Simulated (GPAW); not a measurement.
## Work function of H/Ni(110) at several levels

Wanted: work functions and dipole of H/Ni(110), with the cost of each level.

Main program and level: GPAW 26.7.0; GPAW, PAW setups; slab in vacuum, relaxation, in the first sound run; inputs show where later runs differ.

### Step 1. The starting structure

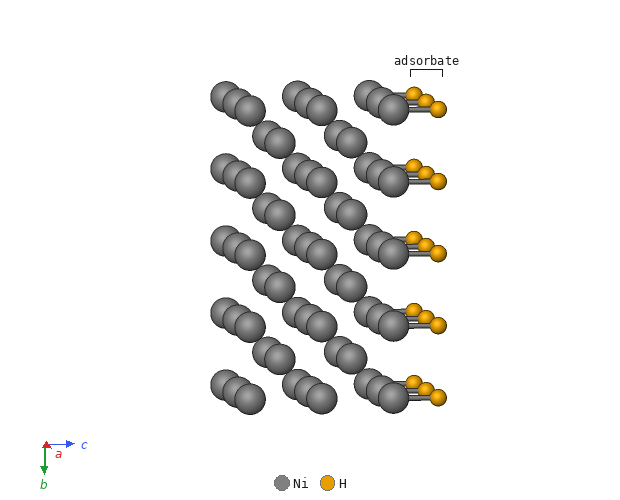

The cell as given, from the side, with the c axis across the page (nickel grey, hydrogen orange). 2×4×1 cells are drawn. Some periodic images of atoms are drawn too.

The cell holds 6 atoms: 5 Ni and 1 H. Cell: a = 3.520 Å, b = 2.489 Å, c = 20.528 Å, α = 90.0°, β = 90.0°, γ = 90.0°. Vacuum lies along c.

### Step 2. Relaxing the atoms

The atoms are relaxed first, since the surface dipole, and with it the work function, follows the positions of the outer layers. The lowest 3 atoms are held at bulk positions and keep their forces.

run.py

```python
import json
import numpy as np
from ase import Atoms
from ase.constraints import FixAtoms
from ase.optimize import BFGS
from gpaw import GPAW, PW

slab = Atoms(
    ['Ni', 'Ni', 'Ni', 'Ni', 'Ni', 'H'],
    positions=[
        [0.00000, 0.00000, 7.00000],
        [1.76000, 1.24451, 8.24451],
        [0.00000, 0.00000, 9.48902],
        [1.76000, 1.24451, 10.73352],
        [0.00000, 0.00000, 11.97803],
        [0.00000, 0.00000, 13.52803]],
    cell=[[3.52, 0.0, 0.0], [0.0, 2.48902, 0.0], [0.0, 0.0, 20.52803]],
    pbc=[True, True, False],
    magmoms=[0.7, 0.7, 0.7, 0.7, 0.7, 0.0])

slab.calc = GPAW(mode=PW(500), xc='PBE', kpts={'size': (9, 13, 1), 'gamma': True},
                 occupations={'name': 'fermi-dirac', 'width': 0.1}, nbands='160%',
                 convergence={'density': 1e-05}, maxiter=200,
                 poissonsolver={'dipolelayer': 'xy'},
                 symmetry={'tolerance': 1e-3, 'extra_ids': [1, 1, 1, 0, 0, 0]}, txt='slab.txt')
result = {}
slab.set_constraint(FixAtoms([0, 1, 2]))
path = []
opt = BFGS(slab, maxstep=0.2)
opt.attach(lambda: path.append((slab.get_potential_energy(), slab.positions.tolist(), slab.get_forces().tolist())))
result['relaxed'] = bool(opt.run(fmax=0.03, steps=40))
result['path'] = path
energy = slab.get_potential_energy()
fermi = slab.calc.get_fermi_level()
v = slab.calc.get_electrostatic_potential().mean((0, 1)) - fermi
n = slab.calc.get_pseudo_density().mean((0, 1))
L = slab.cell[2, 2]
z = np.arange(len(v)) * L / len(v)
low, high = slab.positions[:, 2].min(), slab.positions[:, 2].max()
below, above = np.interp([low - 4.8, high + 4.8], z, v)
slopes = [np.interp(x, z, np.gradient(v, z)) for x in (low - 4.8, high + 4.8)]
eps = np.array([[slab.calc.get_eigenvalues(k, s) for k in range(len(slab.calc.get_ibz_k_points()))]
                for s in range(slab.calc.get_number_of_spins())]) - fermi
top, bottom = eps[eps < 0].max(), eps[eps > 0].min()
dipole = slab.get_dipole_moment()[2]
print(f'energy {energy:.4f} eV, Fermi level {fermi:.4f} eV, dipole {dipole:.5f} e A')
print(f'potential 4.8 A off the faces, from the Fermi level: lower {below:.4f} eV, upper {above:.4f} eV')
print(f'slope of the potential there: lower {slopes[0]:.5f}, upper {slopes[1]:.5f} eV/A')
print(f'nearest levels on the mesh: {top:.4f} and {bottom:.4f} eV')
print('magnetic moment', round(slab.get_magnetic_moment(), 3))
result.update(energy=energy, fermi=fermi, dipole=dipole, below=below, above=above, slopes=slopes, edges=[top, bottom],
              z=z.tolist(), v=v.tolist(), n=n.tolist(), positions=slab.positions.tolist(),
              forces=slab.get_forces(apply_constraint=False).tolist(), moments=slab.get_magnetic_moments().tolist())
json.dump(result, open('result.json', 'w'))
```

Command:

```
> OMP_NUM_THREADS=1 OPENBLAS_NUM_THREADS=1 python run.py
```

What it wrote:

```text
Step          Energy          fmax
BFGS:    0      -37.118723        0.874959
BFGS:    1      -37.135421        0.674438
BFGS:    2      -37.156014        0.426155
BFGS:    3      -37.158837        0.257281
BFGS:    4      -37.163616        0.153557
BFGS:    5      -37.166264        0.142056
BFGS:    6      -37.166818        0.076625
BFGS:    7      -37.166968        0.051428
BFGS:    8      -37.167139        0.065130
BFGS:    9      -37.167508        0.090565
BFGS:   10      -37.167902        0.078400
BFGS:   11      -37.168100        0.031342
BFGS:   12      -37.168133        0.006712
energy -37.0243 eV, Fermi level -0.9468 eV, dipole -0.06148 e A
potential 4.8 A off the faces, from the Fermi level: lower 4.5573 eV, upper 5.8248 eV
slope of the potential there: lower -0.00054, upper -0.00008 eV/A
nearest levels on the mesh: -0.0001 and 0.0012 eV
magnetic moment 2.926
```

Run time: 4.9 h. Hardware: 1 thread of Arm Neoverse N1, shared host; peak memory 0.6 GiB.

Step by step:

```csv
step,energy less that of the first step (eV),largest force (eV/Å)
1,0.0000,0.8750
2,-0.0168,0.6744
3,-0.0379,0.4262
4,-0.0407,0.2573
5,-0.0457,0.1536
6,-0.0486,0.1421
7,-0.0493,0.0766
8,-0.0495,0.0514
9,-0.0497,0.0651
10,-0.0501,0.0906
11,-0.0506,0.0784
12,-0.0509,0.0313
13,-0.0509,0.0067
```

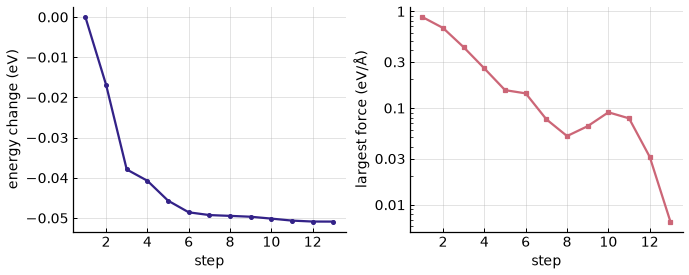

Energy and largest force along the relaxation.

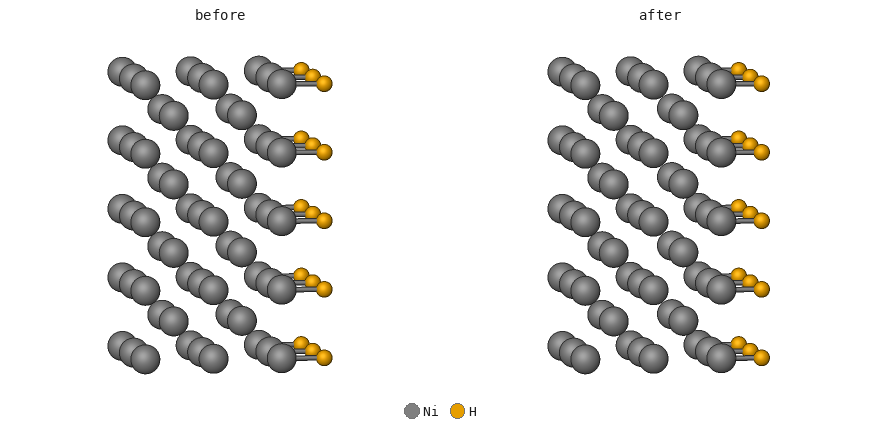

Before and after, at one scale.

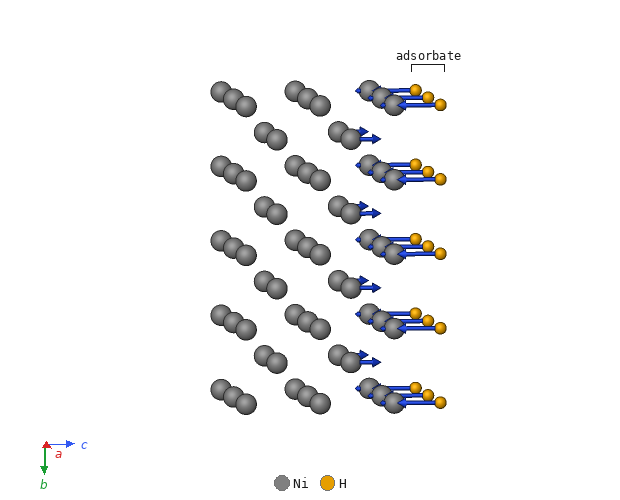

Displacements in the relaxation, exaggerated; the longest in the cell stands for 0.09 Å. 2×4×1 cells are drawn. Some periodic images of atoms are drawn too.

The atoms that moved most (Å):

```csv
atom,dx,dy,dz,length
H6,0.000,0.000,-0.094,0.094
Ni4,0.000,0.000,0.053,0.053
Ni5,0.000,0.000,-0.014,0.014
```

Final coordinates:

```xyz
6
Lattice="3.5200 0.0000 0.0000 0.0000 2.4890 0.0000 0.0000 0.0000 20.5280" Properties=species:S:1:pos:R:3
Ni    0.0000    0.0000    7.0000
Ni    1.7600    1.2445    8.2445
Ni    0.0000    0.0000    9.4890
Ni    1.7600    1.2445   10.7869
Ni    0.0000    0.0000   11.9639
H     0.0000    0.0000   13.4336
```

Numbers from this step:

```yaml
dipole_along_the_normal: -0.06148 e·Å
levels_nearest_the_fermi_level_on_the_mesh: -1.10e-4, 0.001214 eV from the Fermi level
upper_work_function: 5.825 eV
lower_work_function: 4.557 eV
site_moments: 0.8181, 0.6942, 0.5935, 0.6369, 0.3797, -0.009696 μB
sum_of_the_site_moments: 3.113 μB
```

The electrostatic potential energy of an electron (without an applied field's), less the Fermi level, planar mean oscillates, so the rows of the table below give means over windows of 1.24 Å about each position, cut where the curve ends. Its maxima inside the range that stand out by 2 % of the span (Å: eV): 7.6: -5.84, 8.8: -6.10, 10.2: -5.27, 11.4: -7.00, 13.1: 3.47, 17.5: 5.82. Its minima: 7.0: -10.4, 8.3: -11.0, 9.5: -10.9, 10.8: -11.1, 11.9: -10.5, 13.4: 2.71.

Electrostatic potential energy of an electron (without an applied field's), less the Fermi level, planar mean against z; means over each step:

```csv
z (Å),"electrostatic potential energy of an electron (without an applied field's), less the Fermi level, planar mean (eV)"
0.62,4.65
1.86,4.56
3.10,4.56
4.34,4.51
5.58,3.45
6.82,-6.38
8.06,-8.44
9.30,-8.41
10.54,-8.27
11.78,-8.20
13.02,1.96
14.26,5.26
15.50,5.81
16.74,5.82
17.98,5.82
19.22,5.82
```

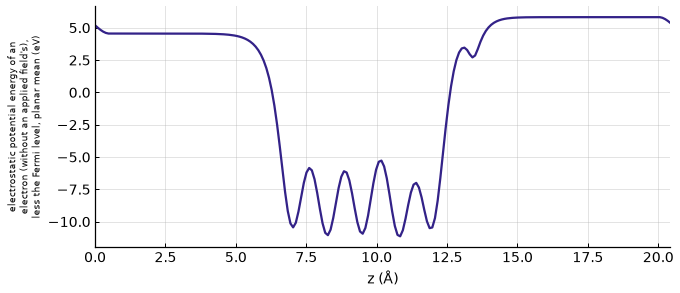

Electrostatic potential energy of an electron (without an applied field's), less the Fermi level, planar mean, plotted against z.

The pseudo valence density, planar mean oscillates, so the rows of the table below give means over windows of 1.24 Å about each position, cut where the curve ends. Its maxima inside the range that stand out by 2 % of the span (Å: e/Å³): 7.0: 2.39, 8.2: 2.37, 9.5: 2.44, 10.8: 2.41, 12.0: 2.40. Its minima: 7.6: 0.643, 8.9: 0.671, 10.1: 0.602, 11.4: 0.740.

Pseudo valence density, planar mean against z; means over each step:

```
z (Å)  pseudo valence density, planar mean (e/Å³)
 3.10                                      7.9e-5
 4.34                                     0.00172
 5.58                                      0.0447
 6.82                                        1.31
 8.06                                        1.46
 9.30                                        1.47
10.54                                        1.43
11.78                                        1.47
13.02                                       0.236
14.26                                      0.0296
15.50                                      6.7e-4
16.74                                      1.3e-5
```

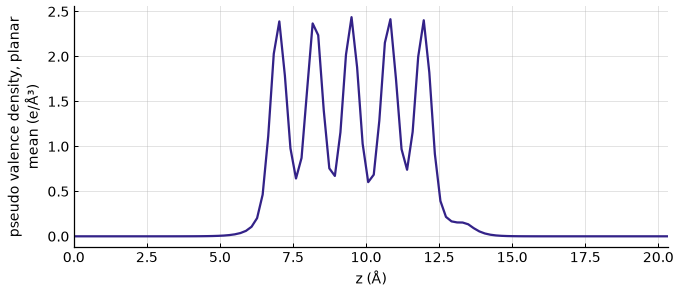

Pseudo valence density, planar mean against z.

Site moment by atom:

```csv
atom,site moment (μB)
Ni1,0.818
Ni2,0.694
Ni3,0.593
Ni4,0.637
Ni5,0.380
H6,-0.010
```

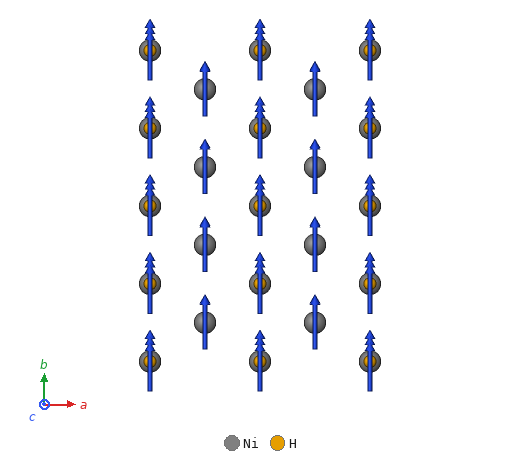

Site moment as arrows, the longest 0.818 μB. Up and down stand for the sign. Arrows give size and sign along the axis of quantisation, drawn up and down the page. 2×4×1 cells are drawn. Some periodic images of atoms are drawn too.

The relaxation lowered the energy of the cell by 0.0509 eV (energies extrapolated to zero smearing; the optimiser's log prints free energies). The largest force left on a free atom is 0.0067 eV/Å.

### Step 3. Plane waves, PBE

With the geometry fixed, the planar mean of the potential gives the vacuum level on each side.

This step: GPAW, PAW setups; slab in vacuum (GPAW 26.7.0).

run.py, as its differences from that of step 2:

```diff
@@ -3,4 +3,2 @@
 from ase import Atoms
-from ase.constraints import FixAtoms
-from ase.optimize import BFGS
 from gpaw import GPAW, PW
@@ -13,5 +11,5 @@
         [0.00000, 0.00000, 9.48902],
-        [1.76000, 1.24451, 10.73352],
-        [0.00000, 0.00000, 11.97803],
-        [0.00000, 0.00000, 13.52803]],
+        [1.76000, 1.24451, 10.78686],
+        [-0.00000, 0.00000, 11.96390],
+        [-0.00000, -0.00000, 13.43360]],
     cell=[[3.52, 0.0, 0.0], [0.0, 2.48902, 0.0], [0.0, 0.0, 20.52803]],
@@ -24,10 +22,4 @@
                  poissonsolver={'dipolelayer': 'xy'},
-                 symmetry={'tolerance': 1e-3, 'extra_ids': [1, 1, 1, 0, 0, 0]}, txt='slab.txt')
+                 symmetry={'tolerance': 1e-3}, txt='slab.txt')
 result = {}
-slab.set_constraint(FixAtoms([0, 1, 2]))
-path = []
-opt = BFGS(slab, maxstep=0.2)
-opt.attach(lambda: path.append((slab.get_potential_energy(), slab.positions.tolist(), slab.get_forces().tolist())))
-result['relaxed'] = bool(opt.run(fmax=0.03, steps=40))
-result['path'] = path
 energy = slab.get_potential_energy()
```

What it wrote:

```text
energy -37.0243 eV, Fermi level -0.9467 eV, dipole -0.06151 e A
potential 4.8 A off the faces, from the Fermi level: lower 4.5573 eV, upper 5.8246 eV
slope of the potential there: lower -0.00053, upper -0.00009 eV/A
nearest levels on the mesh: -0.0001 and 0.0011 eV
magnetic moment 2.926
```

Elapsed: 33 min, on 1 thread; peak memory 0.59 GiB.

Numbers from this step:

```
dipole along the normal                    : -0.06151 e·Å
levels nearest the Fermi level on the mesh : -8.64e-5, 0.001098 eV from the Fermi level
site moments                               : 0.8181, 0.6942, 0.5934, 0.6370, 0.3800, -0.009711 μB
```

The electrostatic potential energy of an electron (without an applied field's), less the Fermi level, planar mean oscillates, so the rows of the table below give means over windows of 1.24 Å about each position, cut where the curve ends. Its maxima inside the range that stand out by 2 % of the span (Å: eV): 7.6: -5.84, 8.8: -6.10, 10.2: -5.27, 11.4: -7.00, 13.1: 3.47, 17.3: 5.82. Its minima: 7.0: -10.4, 8.3: -11.0, 9.5: -10.9, 10.8: -11.1, 11.9: -10.5, 13.4: 2.71.

Electrostatic potential energy of an electron (without an applied field's), less the Fermi level, planar mean against z; means over each step:

(Unchanged from step 2.)

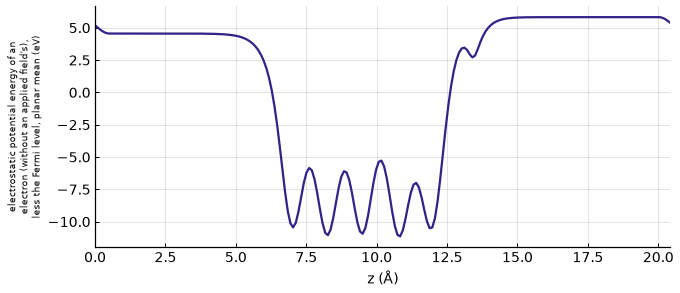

Electrostatic potential energy of an electron (without an applied field's), less the Fermi level, planar mean against z.

The pseudo valence density, planar mean oscillates, so the rows of the table below give means over windows of 1.24 Å about each position, cut where the curve ends. Its maxima inside the range that stand out by 2 % of the span (Å: e/Å³): 7.0: 2.39, 8.2: 2.37, 9.5: 2.44, 10.8: 2.41, 12.0: 2.40. Its minima: 7.6: 0.643, 8.9: 0.671, 10.1: 0.602, 11.4: 0.740.

Pseudo valence density, planar mean against z; means over each step:

(Unchanged from step 2.)

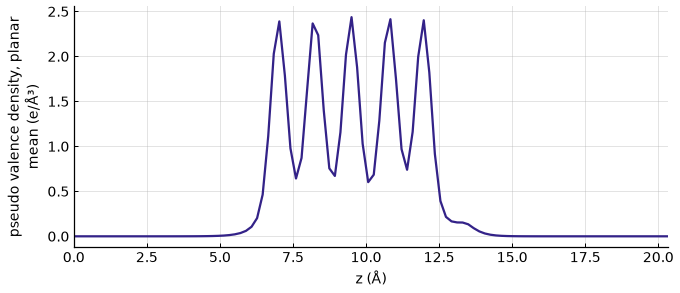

Pseudo valence density, planar mean against z.

Force by atom:

```
atom  x (eV/Å)  y (eV/Å)  z (eV/Å)   size
 Ni1     0.000     0.000     0.460  0.460
 Ni2     0.000     0.000    -0.408  0.408
 Ni3     0.000     0.000    -0.052  0.052
 Ni4     0.000     0.000     0.000  0.000
 Ni5     0.000     0.000    -0.006  0.006
  H6     0.000     0.000     0.007  0.007
```

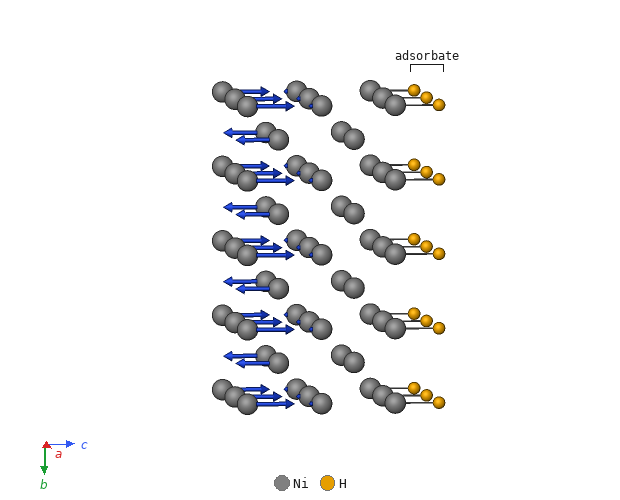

Force as arrows, the longest 0.460 eV/Å. 2×4×1 cells are drawn. Some periodic images of atoms are drawn too.

The potential is flat to 5.3e-4 eV/Å where it is read, so the vacuum is wide enough.

[end of part 1 of 3]

[Logs are printed without paths, hosts, clocks, repeated set-up lines and the standing remarks that a program may print on its own settings, such as how far it seeks lower states.]

[Hosts, paths, dates, database ids (printed as entryN), source tags and the programs' standing remarks are cut or masked in the printed files.]
